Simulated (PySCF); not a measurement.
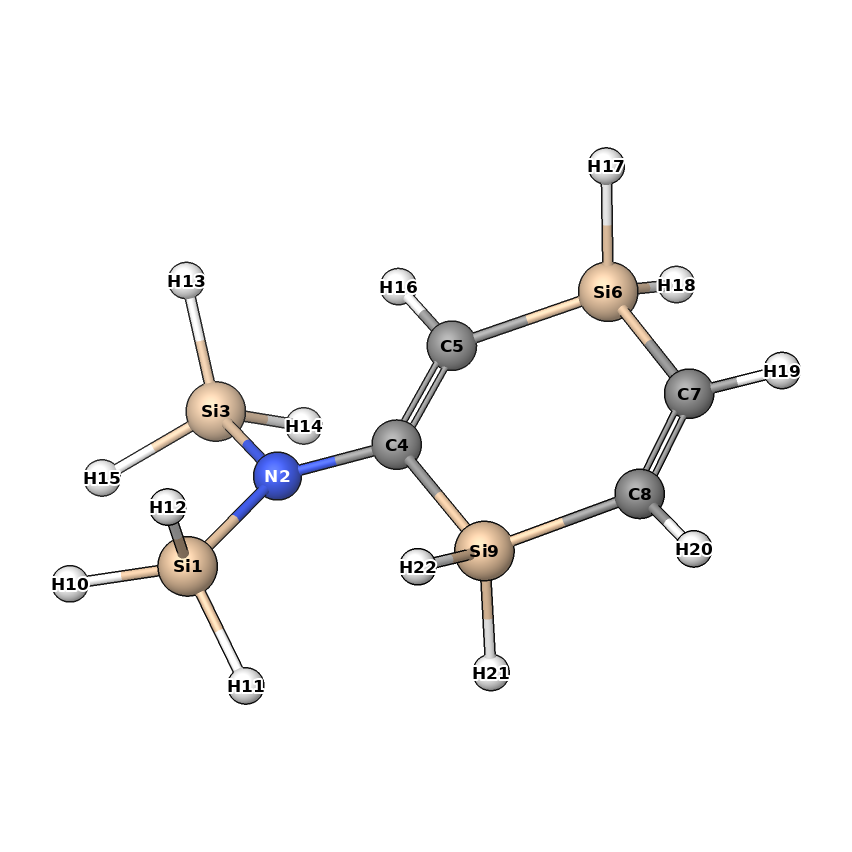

The geometry was computed by an optimisation with PBE0-D3(BJ)/def2-SVP. No frequency run is at hand to confirm it as a minimum. Level of theory: delta-SCF UKS SCAN, pcX-2 on the ionised atom, pcseg-1 elsewhere, spin-free X2C (PySCF 2.14.0).

Give the core-electron binding energies (to vacuum; p and d levels without spin–orbit splitting) of Si1 1s, Si1 2p, N2 1s, C4 1s, C5 1s, Si6 1s, Si6 2p, C7 1s, C8 1s, Si9 1s, Si9 2p.

```tsv
atom	level	binding energy (eV)
Si1	1s	1846.9
Si1	2p	107.3
N2	1s	404.3
C4	1s	290.9
C5	1s	289.2
Si6	1s	1846.0
Si6	2p	106.4
C7	1s	290.0
C8	1s	290.0
Si9	1s	1846.2
Si9	2p	106.6
```
